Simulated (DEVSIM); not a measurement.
Device: Co/Al2O3/n-Si capacitor, at 250 K.

```csv
layer (left to right),material,thickness (nm),Nd (cm⁻³)
1,Al2O3,14.0,-
2,Si,900,8.2e17
```

Metal gate on the left, work function 5 eV. Fixed charge at the semiconductor interface 0 cm⁻² (in units of +e); no interface traps.

This is a model device: material constants are rounded textbook-type values typed into the input, and sizes, dopings and lifetimes were drawn at random. Values at 300 K; Nc and Nv go as T^1.5, mobilities as T to minus their exponent, the gap by Varshni's rule with the affinity fixed.

| parameter | Al2O3 | Si |
|---|---|---|
| gap (eV) | 6.8 | 1.124 |
| affinity (eV) | 1.35 | 4.05 |
| permittivity | 9 | 11.7 |
| Nc (cm⁻³) | - | 2.86e19 |
| Nv (cm⁻³) | - | 3.1e19 |
| Varshni α (eV/K) | - | 0.000473 |
| Varshni β (K) | - | 636 |

Simulated with DEVSIM: 1D Poisson equation in equilibrium, Boltzmann statistics, complete ionisation; no quantum confinement or tunnelling. Metal contacts follow the ideal Schottky-Mott rule: no Fermi-level pinning, no interface dipoles.

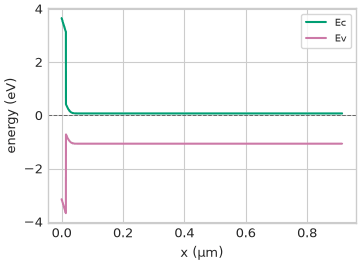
Figure. Band edges at 0.0 V on the gate

Energies count from the Fermi level of the right contact; mesh points crowd at the junctions.

```csv
x (μm),Ec (eV),Ev (eV),n (cm⁻³),p (cm⁻³),field (V/cm)
0.000,3.650,-3.150,< 1e2,< 1e2,-380000
0.001130,3.607,-3.192,< 1e2,< 1e2,-380000
0.003171,3.531,-3.269,< 1e2,< 1e2,-380000
0.006859,3.392,-3.408,< 1e2,< 1e2,-380000
0.01147,3.218,-3.582,< 1e2,< 1e2,-380000
0.01323,3.152,-3.648,< 1e2,< 1e2,-380000
0.01421,0.417,-0.720,8.7e10,74000,-290000
0.01639,0.357,-0.779,1.4e12,4700,-260000
0.02006,0.271,-0.866,7.6e13,< 1e2,-210000
0.02753,0.147,-0.989,2.4e16,< 1e2,-120000
0.04271,0.074,-1.062,7.0e17,< 1e2,-8000
0.08728,0.071,-1.065,8.2e17,< 1e2,≈ 0
0.1643,0.071,-1.065,8.2e17,< 1e2,≈ 0
0.3209,0.071,-1.065,8.2e17,< 1e2,≈ 0
0.6525,0.071,-1.065,8.2e17,< 1e2,≈ 0
0.7860,0.071,-1.065,8.2e17,< 1e2,≈ 0
0.8517,0.071,-1.065,8.2e17,< 1e2,≈ 0
0.8840,0.071,-1.065,8.2e17,< 1e2,≈ 0
0.9031,0.071,-1.065,8.2e17,< 1e2,≈ 0
0.9092,0.071,-1.065,8.2e17,< 1e2,≈ 0
0.9122,0.071,-1.065,8.2e17,< 1e2,≈ 0
0.9140,0.071,-1.065,8.2e17,< 1e2,≈ 0
```
